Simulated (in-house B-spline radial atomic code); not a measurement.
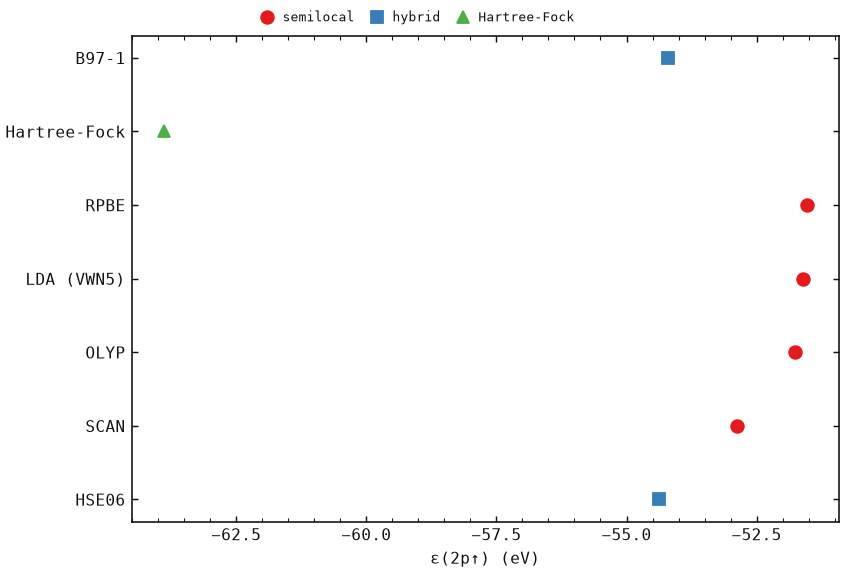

The F²⁺ ion in the configuration [He] 2s2 2p3 (high spin). All runs are non-relativistic, spin-polarised and spherical, computed with an in-house B-spline radial code. Hartree-Fock is the average over the configuration. The plot shows the eigenvalue (eV) of the 2p up orbital by 7 methods.

Q: Rank the methods.

A: The deepest is Hartree-Fock (−63.9) and the shallowest RPBE (−51.5), a spread of 12.3 eV. In order (eV): Hartree-Fock (−63.9), HSE06 (−54.4), B97-1 (−54.2), SCAN (−52.9), OLYP (−51.8), LDA (VWN5) (−51.6), RPBE (−51.5). On the whole, exact exchange removes self-interaction and deepens occupied levels. The semi-empirical ionisation energy (NIST) is 62.7 eV, and minus the eigenvalue comes closest to it for Hartree-Fock.
